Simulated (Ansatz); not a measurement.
# CH3BOTe: geometry and vibrations

Aim: relax CH3BOTe from a cheap starting geometry, then compute its harmonic vibrations to see whether it is a minimum and to get the zero-point energy and entropy, and look at its orbitals and charge.

The runs use Ansatz 0.2.0, Gaussian basis; RKS PBE0-D4/def2-TZVP.

Levels to be run: relaxation at PBE-D4/def2-SVP; relaxation at PBE0-D4/def2-TZVP; harmonic vibrations at the same level; a single point in def2-TZVPP for the fields.

### 1 Where the work starts

SMILES `B1OC[Te]1`, 7 atoms, charge 0, spin multiplicity 1.

Atoms are counted from 1 here; the program's logs count them from 0.

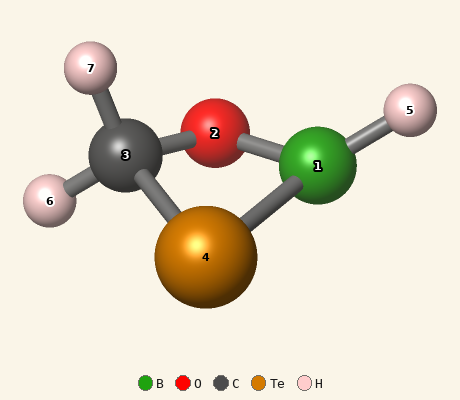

As it starts; boron green, oxygen red, carbon dark grey, tellurium orange, hydrogen pink; atoms are numbered from 1 in the order of the file.

The start is a force-field geometry with small random shifts, so a cheaper pass at PBE-D4/def2-SVP comes first. Te takes the def2 core potential; no spin-orbit term is included.

### 2 Optimising with PBE-D4/def2-SVP (cheap first pass)

in.yaml

```yaml
crystal:
  periodic: [false, false, false]
  atoms:
    - {symbol: B, position_ang: [-0.994400, 0.702400, -0.478200]}
    - {symbol: O, position_ang: [0.059200, 0.854900, 0.500200]}
    - {symbol: C, position_ang: [0.619600, -0.402100, 0.460800]}
    - {symbol: Te, position_ang: [-0.792700, -1.476700, -0.435800]}
    - {symbol: H, position_ang: [-1.284600, 1.390600, -1.462900]}
    - {symbol: H, position_ang: [0.848300, -0.746700, 1.505200]}
    - {symbol: H, position_ang: [1.605800, -0.390200, -0.135000]}
basis:
  gaussian: {orbitals: def2-SVP}
hamiltonian: {xc: pbe, dispersion: d4}
relax: {f_tol: 0.03, max_steps: 200}
```

Launch:

```bash
$ ansatz run in.yaml --threads 2 --pin off --events-out ev --progress --plain --max-ram 4352MiB
```

What it wrote (excerpt; [...] marks lines left out):

```text
Functional definition: PBE
  name "PBE"
  cite "Perdew, Burke & Ernzerhof, Phys. Rev. Lett. 77, 3865 (1996) doi:10.1103/PhysRevLett.77.3865"
  parent pbe
[...]
949 factors; their error is unknown
[...]
mean field -11093.98647968 eV, -407.6964833539 hartree, gradient 4.0e-5 eV, S^2 0.000000; 0 other end points of the search recorded, 0 dependent functions left out
[...]
reference -11093.98650846 eV, -407.6964844118 hartree; 23, 23 occupied and 60, 60 virtual orbitals, 949 factors
relax step   1: F+E_penalty+E_count = -11094.14922739 eV  Δ(F+E_penalty+E_count) = +0.000e0 eV  max|allowed force component| = 4.121e0 eV/Å  Δτ_max = 0.0000 Å  (27 SCF iters, accepted)
[...]
relax step   5: F+E_penalty+E_count = -11095.23151054 eV  Δ(F+E_penalty+E_count) = -1.514e-2 eV  max|allowed force component| = 1.464e-1 eV/Å  Δτ_max = 0.0286 Å  (29 SCF iters, accepted)
[...]
relax step   6: F+E_penalty+E_count = -11095.23282897 eV  Δ(F+E_penalty+E_count) = -1.318e-3 eV  max|allowed force component| = 1.782e-2 eV/Å  Δτ_max = 0.0079 Å  (30 SCF iters, accepted)
949 factors; their error is unknown
[...]
mean field -11095.07268028 eV, -407.7364004898 hartree, gradient 2.2e-5 eV, S^2 0.000000; 1 other end points of the search recorded, 0 dependent functions left out
[...]
reference -11095.07271083 eV, -407.7364016125 hartree; 23, 23 occupied and 60, 60 virtual orbitals, 949 factors
Total energy: -11095.23285952 eV, -407.7422869683 hartree
Atom 0 at    -0.871080     0.633227    -0.620745 Å, force    -0.003099     0.003964    -0.001238 eV/Å
Atom 1 at     0.224131     0.899122     0.157780 Å, force    -0.011095    -0.015355    -0.007902 eV/Å
Atom 2 at     0.718230    -0.394672     0.490453 Å, force    -0.017818     0.014941    -0.010489 eV/Å
Atom 3 at    -0.837332    -1.550873    -0.625399 Å, force     0.009472     0.003090     0.006670 eV/Å
Atom 4 at    -1.581094     1.481180    -1.111820 Å, force     0.006602     0.004212     0.004283 eV/Å
Atom 5 at     0.674245    -0.577731     1.581089 Å, force     0.002994    -0.005150     0.009893 eV/Å
Atom 6 at     1.734099    -0.558052     0.082942 Å, force     0.012944    -0.005702    -0.001216 eV/Å
Dipole moment:     0.174873    -0.139939     0.121881 e Å
```

Run time: 8.5 s. Hardware: 2 threads of Arm Neoverse V2, shared host.

The steps of the relaxation:

```csv
step,energy from step 1 (eV),largest force component (eV/Å)
1,0.0000,4.1214
2,-0.8459,1.6011
3,-1.0232,1.0802
4,-1.0671,0.8160
5,-1.0823,0.1464
6,-1.0836,0.0178
```

Close pairs (by a distance rule), those that changed most:

```csv
bond,before (Å),after (Å),change (Å)
C3–Te4,1.988,2.236,+0.248
B1–O2,1.446,1.370,-0.076
O2–C3,1.377,1.424,+0.048
C3–H7,1.152,1.107,-0.046
B1–H5,1.236,1.210,-0.026
C3–H6,1.123,1.107,-0.017
B1–Te4,2.189,2.184,-0.004
```

### 3 Geometry optimisation, PBE0-D4/def2-TZVP

in.yaml

```yaml
crystal:
  periodic: [false, false, false]
  atoms:
    - {symbol: B, position_ang: [-0.871080, 0.633227, -0.620745]}
    - {symbol: O, position_ang: [0.224131, 0.899122, 0.157780]}
    - {symbol: C, position_ang: [0.718230, -0.394672, 0.490453]}
    - {symbol: Te, position_ang: [-0.837332, -1.550873, -0.625399]}
    - {symbol: H, position_ang: [-1.581094, 1.481180, -1.111820]}
    - {symbol: H, position_ang: [0.674245, -0.577731, 1.581089]}
    - {symbol: H, position_ang: [1.734099, -0.558052, 0.082942]}
basis:
  gaussian: {orbitals: def2-TZVP}
hamiltonian: {xc: pbe0, dispersion: d4}
relax: {f_tol: 0.005, max_steps: 150}
```

The command is unchanged.

What it wrote (excerpt; [...] marks lines left out):

```text
Functional definition: PBE0
  name "PBE0"
  cite "Adamo & Barone, J. Chem. Phys. 110, 6158 (1999) doi:10.1063/1.478522"
  cite "Perdew, Burke & Ernzerhof, Phys. Rev. Lett. 77, 3865 (1996) doi:10.1103/PhysRevLett.77.3865"
  parent pbe
[...]
1070 factors; their error is unknown
[...]
mean field -11100.34718142 eV, -407.9302348317 hartree, gradient 2.7e-5 eV, S^2 0.000000; 0 other end points of the search recorded, 0 dependent functions left out
[...]
reference -11100.34721005 eV, -407.9302358837 hartree; 23, 23 occupied and 138, 138 virtual orbitals, 1070 factors
relax step   1: F+E_penalty+E_count = -11100.48075438 eV  Δ(F+E_penalty+E_count) = +0.000e0 eV  max|allowed force component| = 6.209e-1 eV/Å  Δτ_max = 0.0000 Å  (31 SCF iters, accepted)
[...]
reference -11100.38652573 eV, -407.9316807085 hartree; 23, 23 occupied and 138, 138 virtual orbitals, 1070 factors
Total energy: -11100.52064958 eV, -407.9366096688 hartree
Atom 0 at    -0.868629     0.633898    -0.619191 Å, force    -0.000715     0.004922     0.003303 eV/Å
Atom 1 at     0.218620     0.887481     0.154028 Å, force     0.002689    -0.004499    -0.000972 eV/Å
Atom 2 at     0.709684    -0.403251     0.484199 Å, force    -0.000633    -0.003126     0.002171 eV/Å
Atom 3 at    -0.813037    -1.528686    -0.607602 Å, force     0.001787    -0.000237    -0.000862 eV/Å
Atom 4 at    -1.564759     1.469027    -1.100533 Å, force    -0.001822    -0.000585    -0.002383 eV/Å
Atom 5 at     0.668397    -0.572973     1.558350 Å, force    -0.000856     0.002052     0.000617 eV/Å
Atom 6 at     1.710924    -0.553295     0.085050 Å, force    -0.000449     0.001471    -0.001873 eV/Å
Dipole moment:     0.151312    -0.117974     0.105402 e Å
```

Run time: 19 s. Hardware: 2 threads of Arm Neoverse V2, shared host.

The steps of the relaxation:

```csv
step,energy from step 1 (eV),largest force component (eV/Å)
1,0.0000,0.6209
2,-0.0347,0.2810
3,-0.0396,0.0854
4,-0.0398,0.0286
5,-0.0399,0.0049
```

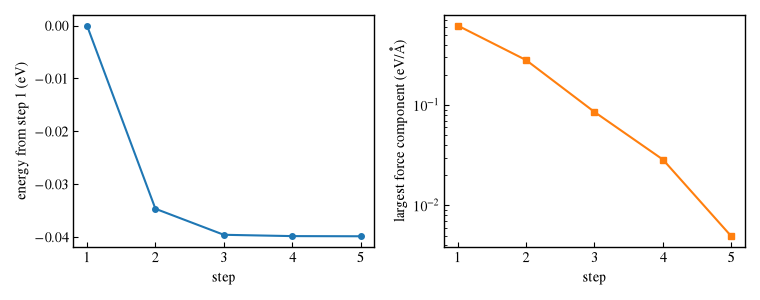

Energy and largest force along the relaxation.

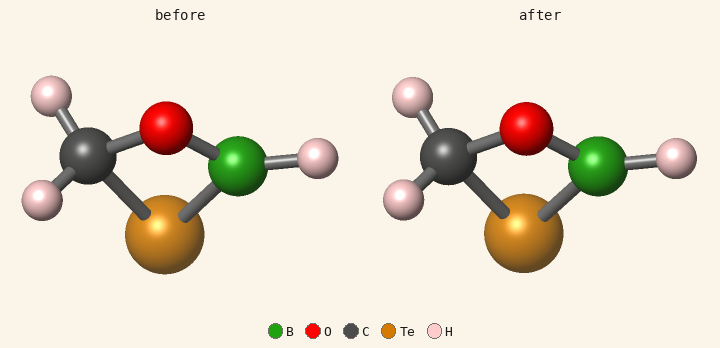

The geometry before (left) and after (right).

Distances of close pairs at the start and the end, largest changes first:

```csv
bond,before (Å),after (Å),change (Å)
C3–Te4,2.236,2.186,-0.051
B1–H5,1.210,1.189,-0.021
B1–Te4,2.184,2.163,-0.021
C3–H6,1.107,1.088,-0.019
C3–H7,1.107,1.088,-0.018
B1–O2,1.370,1.358,-0.012
O2–C3,1.424,1.420,-0.004
```

Mulliken charges of the relaxed molecule (report file):

```csv
atom,value (e)
B1,0.02
O2,-0.21
C3,-0.14
Te4,0.02
H5,0.04
H6,0.14
H7,0.14
```

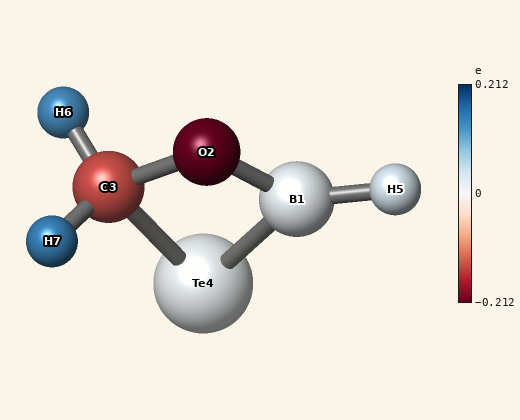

Mulliken charges of the relaxed molecule (report file), as colours on the atoms.

### 4 Harmonic vibrations

in.yaml

```yaml
crystal:
  periodic: [false, false, false]
  atoms:
    - {symbol: B, position_ang: [-0.868629, 0.633898, -0.619191]}
    - {symbol: O, position_ang: [0.218620, 0.887481, 0.154028]}
    - {symbol: C, position_ang: [0.709684, -0.403251, 0.484199]}
    - {symbol: Te, position_ang: [-0.813037, -1.528686, -0.607602]}
    - {symbol: H, position_ang: [-1.564759, 1.469027, -1.100533]}
    - {symbol: H, position_ang: [0.668397, -0.572973, 1.558350]}
    - {symbol: H, position_ang: [1.710924, -0.553295, 0.085050]}
basis:
  gaussian: {orbitals: def2-TZVP}
hamiltonian: {xc: pbe0, dispersion: d4}
phonons: {temperatures: {t_min: 298.15, t_max: 900, t_step: 200}}
```

Launched as before.

What it wrote (excerpt; [...] marks lines left out):

```text
Functional definition: PBE0
  name "PBE0"
  cite "Adamo & Barone, J. Chem. Phys. 110, 6158 (1999) doi:10.1063/1.478522"
  cite "Perdew, Burke & Ernzerhof, Phys. Rev. Lett. 77, 3865 (1996) doi:10.1103/PhysRevLett.77.3865"
  parent pbe
[...]
1070 factors; their error is unknown
[...]
mean field -11100.38649646 eV, -407.9316796327 hartree, gradient 2.4e-5 eV, S^2 0.000000; 0 other end points of the search recorded, 0 dependent functions left out
[...]
reference -11100.38652490 eV, -407.9316806779 hartree; 23, 23 occupied and 138, 138 virtual orbitals, 1070 factors
[...]
1070 factors; their error is unknown
mean field -11100.38637524 eV, -407.9316751781 hartree, gradient 2.5e-6 eV, S^2 0.000000; 0 other end points of the search recorded, 0 dependent functions left out
[...]
reference -11100.38640368 eV, -407.9316762230 hartree; 23, 23 occupied and 138, 138 virtual orbitals, 1070 factors
[...]
Total energy: -11100.52064874 eV, -407.9366096381 hartree
Atom 0 at    -0.868629     0.633898    -0.619191 Å, force    -0.000670     0.004938     0.003338 eV/Å
Atom 1 at     0.218620     0.887481     0.154028 Å, force     0.002632    -0.004516    -0.001009 eV/Å
Atom 2 at     0.709684    -0.403251     0.484199 Å, force    -0.000617    -0.003135     0.002160 eV/Å
Atom 3 at    -0.813037    -1.528686    -0.607602 Å, force     0.001801    -0.000234    -0.000854 eV/Å
Atom 4 at    -1.564759     1.469027    -1.100533 Å, force    -0.001828    -0.000573    -0.002389 eV/Å
Atom 5 at     0.668397    -0.572973     1.558350 Å, force    -0.000856     0.002051     0.000619 eV/Å
Atom 6 at     1.710924    -0.553295     0.085050 Å, force    -0.000461     0.001468    -0.001867 eV/Å
Dipole moment:     0.151311    -0.117974     0.105401 e Å
Vibrations: 293.36 384.05 536.28 680.94 766.92 796.01 944.45 1087.25 1146.64 1186.07 1315.95 1484.18 2689.95 3104.56 3184.77 cm⁻¹, zero-point energy 1.215129 eV
```

Wall time 89 s (2 threads of Arm Neoverse V2, shared host).

Motions are named by where the mode's potential energy lies. Wavenumbers, unscaled:

```csv
mode,cm⁻¹,motion
1,293,torsion
2,384,bend with Te–C stretch
3,536,B–Te stretch with bend
4,681,bend
5,767,torsion with out-of-plane bend
6,796,torsion with bend
7,944,bend with C–O stretch
8,1087,bend with C–O stretch
9,1147,bend
10,1186,bend
11,1316,B–O stretch with bend
12,1484,bend
13,2690,B–H stretch
14,3105,C–H stretch
15,3185,C–H stretch
```

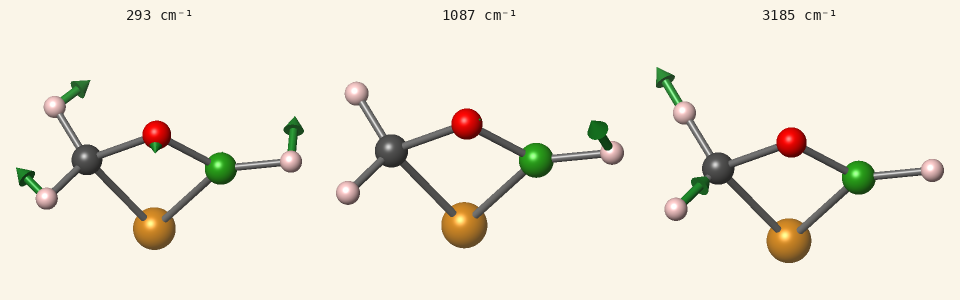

Displacements of 3 modes, as arrows.

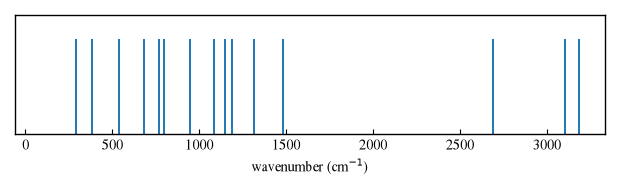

The harmonic wavenumbers as sticks (no intensities were computed).

Ideal gas, rigid rotor and harmonic oscillator at 298.15 K and 1 bar, with symmetry number 1:

```csv
term,value
zero-point energy,28.0 kcal/mol
H(298) − E,31.2 kcal/mol
"entropy, translation",172.9 J/(mol K)
"entropy, rotation",107.1 J/(mol K)
"entropy, vibration",17.3 J/(mol K)
"entropy, total",297.3 J/(mol K)
```

### 5 Fields at the relaxed geometry

Changes to in.yaml since step 4:

```diff
@@ -11,4 +11,4 @@
 basis:
-  gaussian: {orbitals: def2-TZVP}
+  gaussian: {orbitals: def2-TZVPP}
 hamiltonian: {xc: pbe0, dispersion: d4}
-phonons: {temperatures: {t_min: 298.15, t_max: 900, t_step: 200}}
+output: {orbitals: {seedname: orbitals}}
```

The command is unchanged.

What it wrote:

```text
Functional definition: PBE0
  name "PBE0"
  cite "Adamo & Barone, J. Chem. Phys. 110, 6158 (1999) doi:10.1063/1.478522"
  cite "Perdew, Burke & Ernzerhof, Phys. Rev. Lett. 77, 3865 (1996) doi:10.1103/PhysRevLett.77.3865"
  parent pbe
  parameter a = 0.25
  parameter kappa = 0.804
  parameter beta = 0.06672455060314922
  exchange = (1 - a)*pbe_x(kappa = kappa, mu = beta*pi^2/3) + a*exact_x
  correlation = pbe_c(beta = beta)
1115 factors; their error is unknown
mean field evaluation 1: about -11093.6423 eV, gradient 5.4e1 eV
mean field evaluation 2: about -11072.2741 eV, gradient 1.1e2 eV
mean field evaluation 4: about -11100.1084 eV, gradient 8.8e0 eV
mean field evaluation 8: about -11100.2713 eV, gradient 1.5e-1 eV
mean field evaluation 16: about -11100.4122 eV, gradient 4.3e-4 eV
mean field -11100.41221164 eV, -407.9326246482 hartree, gradient 8.2e-5 eV, S^2 0.000000; 0 other end points of the search recorded, 0 dependent functions left out
reference -11100.41224013 eV, -407.9326256951 hartree; 23, 23 occupied and 162, 162 virtual orbitals, 1115 factors
Total energy: -11100.54636397 eV, -407.9375546553 hartree
```

It took 2.4 s on 2 threads of Arm Neoverse V2, shared host.

Orbitals, density, ELF and potential are computed afterwards from the orbital file.

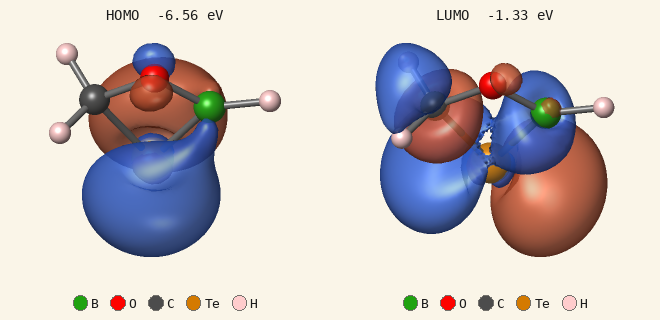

Frontier orbitals at PBE0-D4/def2-TZVPP; each surface holds 70 % of the orbital's density, blue and red mark the sign.

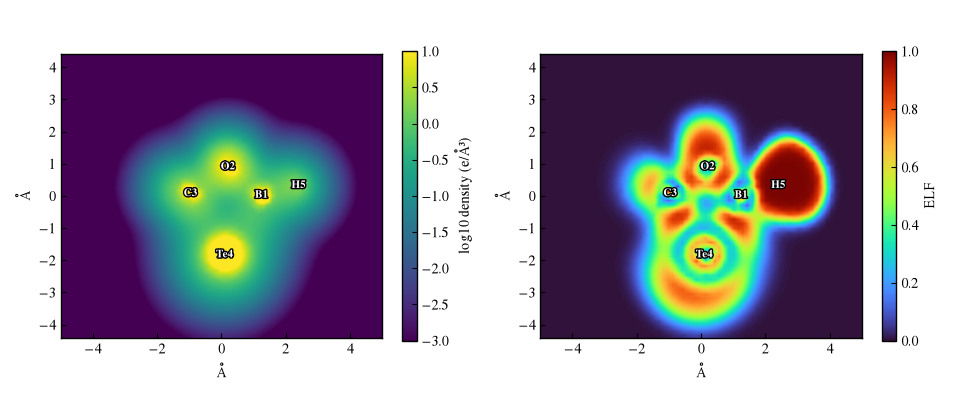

Density (left) and ELF (right) in a plane through or near 5 of the atoms.

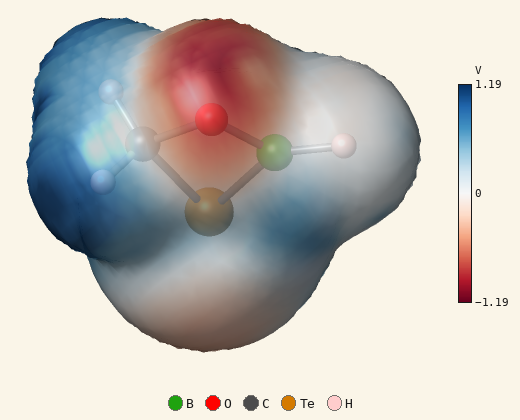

The potential that a unit positive charge feels on the 0.002 e/bohr³ surface, from the 1st to the 99th percentile, from -0.90 V near O2 to 1.19 V near H7.

### 6 Results

```
                  quantity            value
               point group               Cs
                     steps            6 + 5
shift from the start (rms)          0.292 Å
              total energy   -11100.5206 eV
           dispersion term         -134 meV
             dipole moment           1.05 D
lowest, highest wavenumber   293, 3185 cm⁻¹
         zero-point energy    28.0 kcal/mol
       entropy at 298.15 K  297.3 J/(mol K)
                HOMO, LUMO  -6.56, -1.33 eV
```

What this shows: The relaxed geometry lies 0.29 Å (rms) from the start; the bond that changed most is C3–Te4, from 1.988 to 2.186 Å. All wavenumbers are real, so the end point is a minimum. The stiffest mode, 3185 cm⁻¹, is a C–H stretch. Harmonic hybrid wavenumbers usually lie a few per cent above measured fundamentals. The largest Mulliken charge, -0.21 e, sits on O2. The HOMO lies mostly on Te4 80 %; B1 10 % and the LUMO on Te4 56 %; C3 19 %.
